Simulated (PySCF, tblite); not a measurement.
# C6H6F8O3S: electronic excitations, NMR shifts

Aim: compute the electronic excitations, NMR shifts of C6H6F8O3S (`O=S(=O)(CC(F)(F)C(F)F)OCC(F)(F)C(F)F`).

Computed with tblite 0.8.0 and PySCF 2.14.0 and routines of our own; the level stands in each step. Atoms count from 0.

## 1. The starting structure

24 atoms, charge 0, multiplicity 1; geometry from: force field, distance geometry or constructed start.

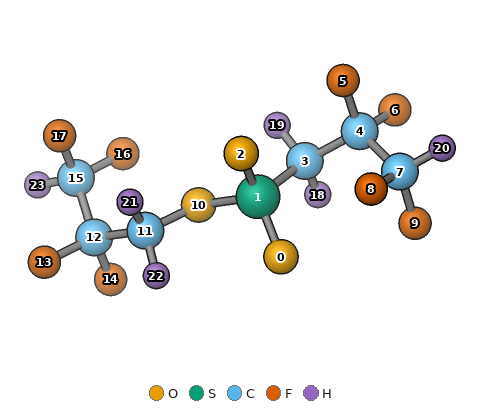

The starting geometry (oxygen amber, sulfur teal, carbon blue, fluorine orange, hydrogen purple).

## 2. Relaxing the molecule with GFN2-xTB

What the job is given:

```
{"job": {"kind": "relax", "xc": "GFN2-xTB", "basis": "xTB"}, "charge": 0, "multiplicity": 1}
O     -1.054300     1.380400    -1.290800
S     -0.618500     0.718000    -0.093400
O     -0.436800     1.403200     1.171900
C     -1.560500    -0.745900     0.148800
C     -2.869300    -0.473200     0.838500
F     -2.663900    -0.174200     2.143400
F     -3.552400    -1.662600     0.859600
C     -3.774100     0.569700     0.197900
F     -3.249200     1.808600     0.272500
F     -3.947700     0.287900    -1.121100
O      0.791600    -0.020400    -0.440100
C      1.923200     0.812400    -0.657600
C      3.158200     0.002600    -1.006600
F      4.210000     0.858300    -1.199900
F      2.971200    -0.600700    -2.217700
C      3.536500    -1.036600     0.039500
F      2.554300    -1.956300     0.204900
F      3.722500    -0.453200     1.244600
H     -1.706900    -1.223500    -0.817300
H     -0.961300    -1.423700     0.782000
H     -4.763600     0.583200     0.674600
H      2.120200     1.416000     0.238100
H      1.710400     1.508100    -1.474500
H      4.453500    -1.566500    -0.241200
```

Started as:

```
> OMP_NUM_THREADS=1 python large_run.py task.json out
```

This one command runs all jobs of the session in turn.

What it wrote:

```text
step      E/eV     max force
  0   -1883.01875    1.993
  1   -1883.12913    1.087
  2   -1883.15667    0.621
  3   -1883.18241    0.477
  4   -1883.19504    0.307
  5   -1883.20141    0.208
  6   -1883.20595    0.176
  7   -1883.20983    0.149
  8   -1883.21277    0.117
  9   -1883.21471    0.103
 10   -1883.21604    0.079
 11   -1883.21662    0.061
 12   -1883.21789    0.081
 13   -1883.21849    0.100
 14   -1883.21940    0.068
 15   -1883.22058    0.065
 16   -1883.22173    0.081
 17   -1883.22277    0.074
 18   -1883.22356    0.065
 19   -1883.22432    0.068
 20   -1883.22515    0.070
 21   -1883.22589    0.053
 22   -1883.22637    0.048
 23   -1883.22668    0.041
 24   -1883.22694    0.039
 25   -1883.22722    0.037
 26   -1883.22749    0.034
 27   -1883.22772    0.036
 28   -1883.22797    0.035
 29   -1883.22827    0.040
 30   -1883.22865    0.050
 31   -1883.22913    0.049
 32   -1883.22966    0.046
 33   -1883.23014    0.048
 34   -1883.23049    0.034
 35   -1883.23074    0.031
 36   -1883.23101    0.033
 37   -1883.23135    0.043
 38   -1883.23174    0.043
 39   -1883.23208    0.036
 40   -1883.23234    0.038
 41   -1883.23258    0.036
 42   -1883.23285    0.042
 43   -1883.23311    0.039
 44   -1883.23332    0.031
 45   -1883.23348    0.032
 46   -1883.23364    0.029
 47   -1883.23381    0.028
 48   -1883.23398    0.032
 49   -1883.23413    0.032
 50   -1883.23432    0.038
 51   -1883.23458    0.042
 52   -1883.23491    0.039
 53   -1883.23529    0.035
 54   -1883.23565    0.036
 55   -1883.23598    0.037
 56   -1883.23633    0.037
 57   -1883.23669    0.038
 58   -1883.23702    0.033
 59   -1883.23726    0.029
 60   -1883.23744    0.027
 61   -1883.23761    0.030
 62   -1883.23782    0.037
 63   -1883.23807    0.039
 64   -1883.23832    0.051
 65   -1883.23866    0.040
 66   -1883.23900    0.033
 67   -1883.23935    0.030
 68   -1883.23949    0.033
 69   -1883.23965    0.031
 70   -1883.23974    0.026
 71   -1883.23985    0.019
```

Wall time 1.2 s (1 thread of Intel Xeon Platinum 8488C, shared host); peak memory 0.18 GiB.

The steps of the relaxation:

```csv
step,energy from step 0 (eV),largest force (eV/Å)
0,0.0000,1.9934
1,-0.1104,1.0861
2,-0.1379,0.6218
3,-0.1637,0.4771
4,-0.1763,0.3073
5,-0.1827,0.2087
6,-0.1872,0.1762
7,-0.1911,0.1487
8,-0.1940,0.1162
13,-0.1997,0.0997
18,-0.2048,0.0648
24,-0.2082,0.0384
29,-0.2095,0.0408
34,-0.2117,0.0337
40,-0.2136,0.0385
45,-0.2147,0.0320
50,-0.2156,0.0381
56,-0.2176,0.0372
61,-0.2189,0.0307
67,-0.2206,0.0304
68,-0.2207,0.0333
69,-0.2209,0.0308
70,-0.2210,0.0262
71,-0.2211,0.0189
```

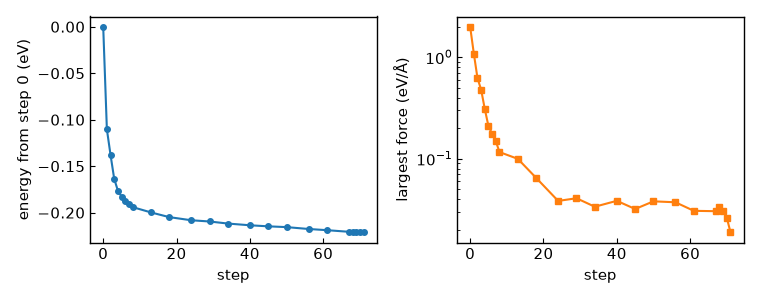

Energy and largest force along the relaxation.

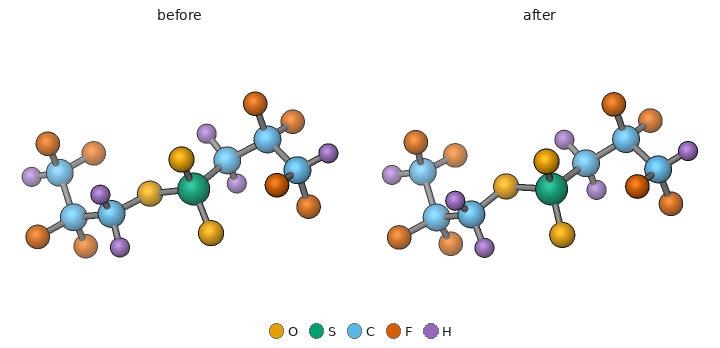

The geometry before (left) and after (right).

Distances of close pairs at the start and the end, largest changes first:

```
   bond  before (Å)  after (Å)  change (Å)
  S1–C3       1.758      1.822      +0.064
  S1–O2       1.450      1.417      -0.033
C12–C15       1.522      1.548      +0.026
  C4–C7       1.522      1.546      +0.024
O10–C11       1.422      1.405      -0.017
 C3–H19       1.104      1.088      -0.017
  O0–S1       1.436      1.421      -0.015
C12–F14       1.366      1.352      -0.014
```

The next job starts from the end point, and lists it.

## 3. Vibrational analysis with GFN2-xTB

What the job is given:

```
{"job": {"kind": "ir", "xc": "GFN2-xTB", "basis": "xTB"}, "charge": 0, "multiplicity": 1}
O     -0.793641     1.513799    -1.258946
S     -0.563598     0.854182    -0.021356
O     -0.594503     1.595973     1.185546
C     -1.511704    -0.697302     0.089974
C     -2.814903    -0.537326     0.837409
F     -2.611821    -0.200929     2.128019
F     -3.473863    -1.731655     0.887421
C     -3.783807     0.486021     0.201892
F     -3.240077     1.711480     0.203368
F     -4.005608     0.143167    -1.081214
O      0.875589     0.090926    -0.138363
C      1.927819     0.880482    -0.631499
C      3.085218    -0.039647    -1.023029
F      4.190547     0.708908    -1.269012
F      2.827928    -0.695540    -2.176888
C      3.452705    -1.085938     0.056740
F      2.533853    -2.063395     0.104817
F      3.487931    -0.501963     1.267015
H     -1.694390    -1.026351    -0.929741
H     -0.866080    -1.396098     0.617230
H     -4.747136     0.517558     0.734957
H      2.282368     1.578573     0.136602
H      1.591888     1.438906    -1.513814
H      4.438245    -1.531973    -0.151208
```

What it wrote:

```text
mode    cm-1     km/mol
  1     -13.1      0.44
  2      15.1      0.81
  3      21.0      0.44
  4      35.7      0.62
  5      57.6      2.16
  6      69.7      3.93
  7      79.9      0.81
  8     100.9      1.12
  9     103.9      3.73
 10     141.9      5.92
 11     171.5     16.28
 12     179.9      1.95
 13     185.5      1.26
 14     216.4      2.80
 15     248.3      3.55
 16     266.9     14.70
 17     303.4      6.30
 18     334.4      2.70
 19     340.6      0.12
 20     360.2     19.00
 21     415.5     29.81
 22     438.6    182.95
 23     450.0     18.74
 24     469.0     46.15
 25     479.9     10.19
 26     487.9      3.42
 27     496.0     23.32
 28     507.8     32.50
 29     537.9    142.69
 30     600.4     60.36
 31     606.2     42.52
 32     714.3    233.74
 33     734.5     76.03
 34     813.5     29.66
 35     825.4     48.86
 36     827.9     22.46
 37     934.8     21.71
 38     977.4     33.76
 39    1022.0     99.39
 40    1072.3    150.17
 41    1076.3    127.62
 42    1083.6     27.91
 43    1084.9    255.49
 44    1093.4     44.93
 45    1101.2    194.51
 46    1129.0     44.52
 47    1143.0    209.59
 48    1159.0    120.73
 49    1163.9     58.98
 50    1180.5    218.48
 51    1196.3     94.82
 52    1203.6     49.49
 53    1245.1      7.32
 54    1252.7      5.17
 55    1262.6     22.01
 56    1270.2     28.85
 57    1310.8     59.26
 58    1324.4    471.37
 59    1384.9     38.90
 60    1436.0      6.28
 61    2907.2     11.62
 62    2908.6      5.64
 63    2928.1      2.49
 64    2935.1     10.07
 65    3012.9      4.58
 66    3028.8      2.96
```

Wall time 2.4 s (1 thread of Intel Xeon Platinum 8488C, shared host); peak memory 0.18 GiB.

The strongest bands and the atoms that carry them (share of the mass-weighted mode):

```csv
cm⁻¹,km/mol,atoms
439,182.9,"O0 14 %, O2 11 %"
714,233.7,"O10 51 %, S1 20 %"
1072,150.2,"C12 54 %, F13 17 %, C15 12 %"
1085,255.5,"C15 44 %, F17 23 %, C12 11 %"
1101,194.5,"C11 34 %, O10 28 %, C12 12 %"
1143,209.6,"C4 20 %, O0 19 %, O2 17 %, H18 14 %"
1180,218.5,"H19 27 %, C3 18 %, H18 15 %, C4 13 %"
1324,471.4,"S1 42 %, O2 28 %, O0 24 %"
```

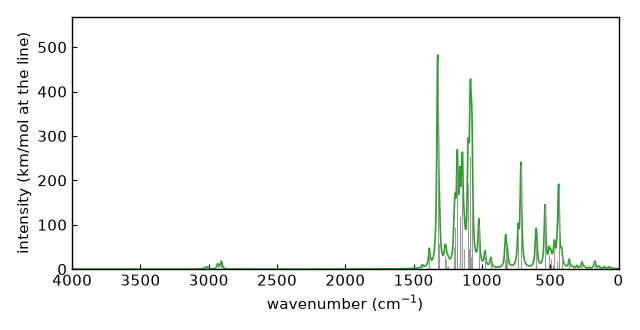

The infrared spectrum from these modes, unscaled. Lines are broadened to a width of 14 cm⁻¹ (Lorentzian).

## 4. Electronic excitations: TDA wB97X-D/def2-SVP

Settings changed since step 3:

```diff
@@ -1,2 +1,2 @@
-{"job": {"kind": "ir", "xc": "GFN2-xTB", "basis": "xTB"}, "charge": 0, "multiplicity": 1}
+{"job": {"kind": "uv", "basis": "def2-SVP", "grid": 1, "kgrid": 0, "vcut": 1.5, "nstates": 6, "ntriplets": 2, "tda": true, "delta": ["ip_vertical"], "pop": true, "xc": "wB97X-D"}, "charge": 0, "multiplicity": 1}
 O     -0.793641     1.513799    -1.258946
```

With the program's defaults for keys left out, this is: TDA wB97X-D/def2-SVP, vertical, gas phase, core orbitals frozen in the response, virtual orbitals cut by energy.

What it wrote:

```text
start: PBE on a coarse grid of 22790 points
cycle   1  E = -1651.3558916085  dE =  3.537e+00  |g| = 1.867e+00  |ddm| = 5.715e+00
cycle   2  E = -1648.6636750019  dE =  2.692e+00  |g| = 4.258e+00  |ddm| = 6.436e+00
cycle   3  E = -1651.8810358534  dE = -3.217e+00  |g| = 6.362e-01  |ddm| = 5.152e+00
cycle   4  E = -1651.9494654036  dE = -6.843e-02  |g| = 3.199e-01  |ddm| = 9.895e-01
cycle   5  E = -1651.9664557992  dE = -1.699e-02  |g| = 9.879e-02  |ddm| = 3.338e-01
cycle   6  E = -1651.9684993338  dE = -2.044e-03  |g| = 2.998e-02  |ddm| = 1.223e-01
cycle   7  E = -1651.9686551043  dE = -1.558e-04  |g| = 1.305e-02  |ddm| = 3.702e-02
cycle   8  E = -1651.9686858976  dE = -3.079e-05  |g| = 4.756e-03  |ddm| = 1.549e-02
final grid: 102646 points
cycle   9  E = -1653.2938106384  dE = -1.293e-02  |g| = 1.468e-01  |ddm| = 6.123e-01
cycle  10  E = -1653.2928964777  dE =  9.142e-04  |g| = 1.661e-01  |ddm| = 2.268e-01
cycle  11  E = -1653.2976204880  dE = -4.724e-03  |g| = 1.355e-02  |ddm| = 1.376e-01
cycle  12  E = -1653.2976489649  dE = -2.848e-05  |g| = 8.171e-03  |ddm| = 1.888e-02
cycle  13  E = -1653.2976627309  dE = -1.377e-05  |g| = 1.721e-03  |ddm| = 9.149e-03
cycle  14  E = -1653.2976654753  dE = -2.744e-06  |g| = 3.062e-04  |ddm| = 2.304e-03
cycle  15  E = -1653.2976632976  dE =  2.178e-06  |g| = 1.971e-04  |ddm| = 5.516e-04
cycle  16  E = -1653.2976660621  dE = -2.764e-06  |g| = 3.920e-05  |ddm| = 2.280e-04
converged SCF energy = -1653.2976660621
Vertical ionisation energy (delta-SCF) = 11.2991 eV   <S^2> = 0.761

Static polarisability (au): isotropic 81.845, principal 72.135 74.942 98.458

Singlet excitations
state   eV       nm        f      main configurations
  1   8.3849    147.9   0.00185   H->L 0.66, H->L+1 0.14
  2   8.6545    143.3   0.00149   H->L+1 0.59, H->L 0.20
  3   9.0680    136.7   0.01212   H-1->L 0.28, H-3->L 0.26, H-2->L 0.18
  4   9.1703    135.2   0.02980   H-2->L 0.39, H-2->L+1 0.13, H-3->L 0.12
  5   9.3211    133.0   0.01074   H->L+2 0.29, H-4->L 0.14, H-1->L 0.14
  6   9.4124    131.7   0.02824   H->L+2 0.20, H-2->L 0.17, H-1->L 0.15

Triplet excitations (Tamm-Dancoff, eV): 7.6925 8.2861
```

Run time: 70 s. Hardware: 1 thread of Intel Xeon Platinum 8488C, shared host; peak memory 0.57 GiB.

The orbitals next to the gap, with their largest atomic shares:

| orbital | eV | atoms |
| --- | --- | --- |
| HOMO−4 | -12.04 | O2 12 %, C4 11 %, C7 11 % |
| HOMO−3 | -11.82 | O2 35 %, C3 7 %, S1 6 % |
| HOMO−2 | -11.77 | O0 61 %, S1 8 %, O10 8 % |
| HOMO−1 | -11.50 | O2 18 %, O10 13 %, C12 10 % |
| HOMO | -10.95 | O2 33 %, O0 29 %, O10 28 % |
| LUMO | 2.33 | S1 24 %, C4 14 %, C3 12 % |
| LUMO+1 | 2.91 | S1 38 %, C3 18 %, O0 10 % |
| LUMO+2 | 3.12 | C12 12 %, H19 11 %, S1 9 % |
| LUMO+3 | 3.63 | H20 17 %, H18 16 %, C4 14 % |

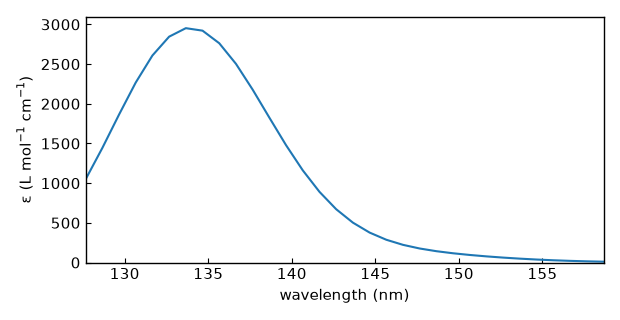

Absorption spectrum: each of the 6 states is a Gaussian band of 0.4 eV half-width at 1/e. Beyond the last state computed it falls off for lack of states.

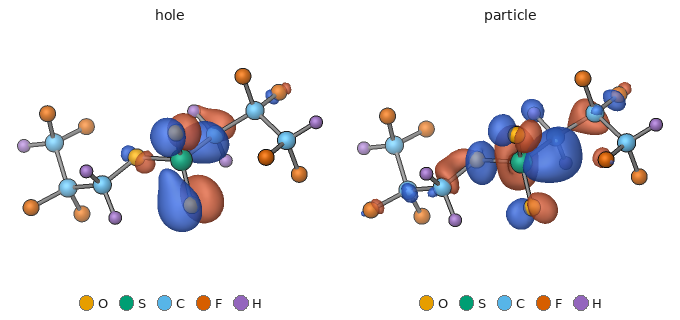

Leading natural transition orbitals of singlet state 4: the electron leaves the hole (left) for the particle orbital (right).

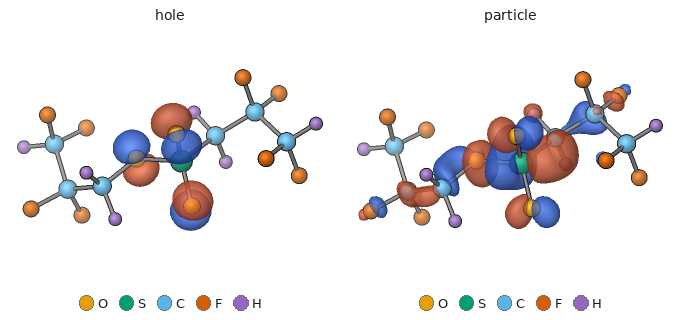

Leading natural transition orbitals of singlet state 1: the electron leaves the hole (left) for the particle orbital (right).

Further results of this job:

```
           property  computed
  dipole moment (D)      2.01
polarisability (Å³)     12.13
 HOMO–LUMO gap (eV)     13.28
      −ε(HOMO) (eV)     10.95
```

Orbitals, density, ELF and potential are computed afterwards from the orbital file.

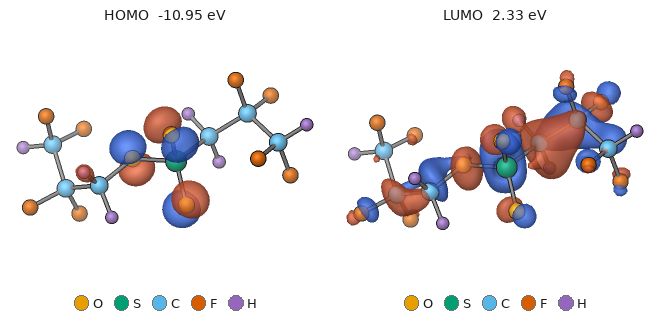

Frontier orbitals at wB97X-D/def2-SVP; each surface holds 70 % of the orbital's density, blue and red mark the sign.

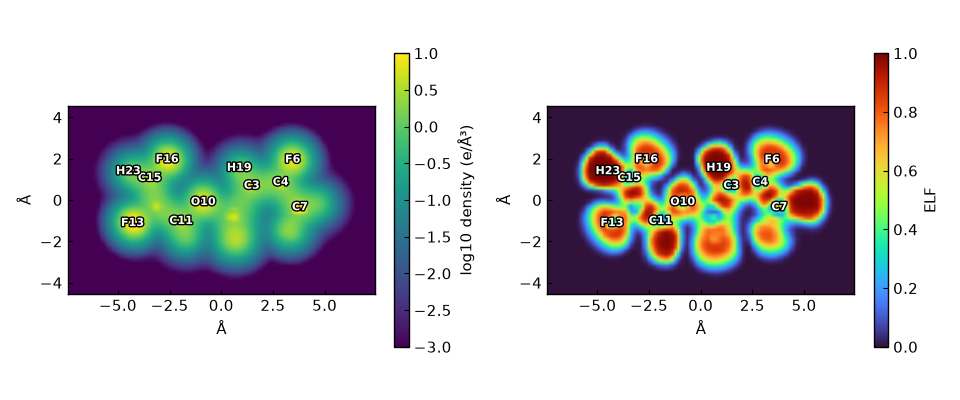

Density (left) and ELF (right) in a plane through or near 11 of the atoms.

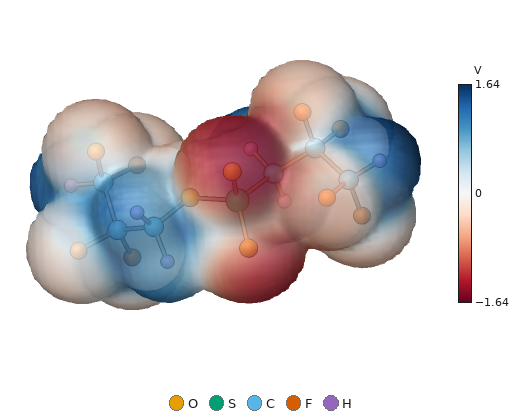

Electrostatic potential on the surface of density 0.002 e/bohr³; red is low, blue high. It runs from -1.36 V near O2 to 1.64 V near H20.

[end of part 1 of 2]
